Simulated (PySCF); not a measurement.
C₂H₅Se, SMILES CC[Se], doublet, PBE0/def2-SVP optimised geometry. Atoms within 1.6 Å of the plane z = 1.5 Å (x, y, z in Å): C1 (-0.77, 0.00, 0.00), C2 (0.75, 0.00, 0.00), H5 (-1.15, -0.52, 0.89), H6 (-1.16, 1.02, 0.00), H7 (1.16, -1.02, 0.02), H8 (1.16, 0.50, 0.89).

Method: unrestricted PBE0/def2-TZVP run with PySCF.

Map of the Laplacian of the electron density (e/bohr⁵) on the plane z = 1.5 Å:

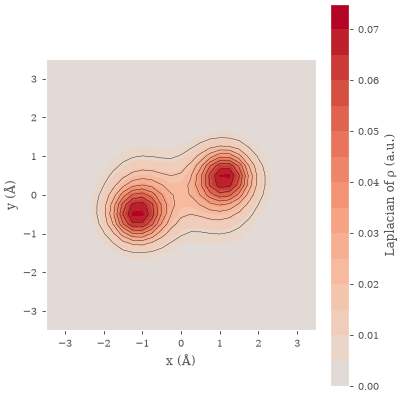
Fig. 1. Laplacian of the electron density (e/bohr⁵) on the plane z = 1.5 Å.
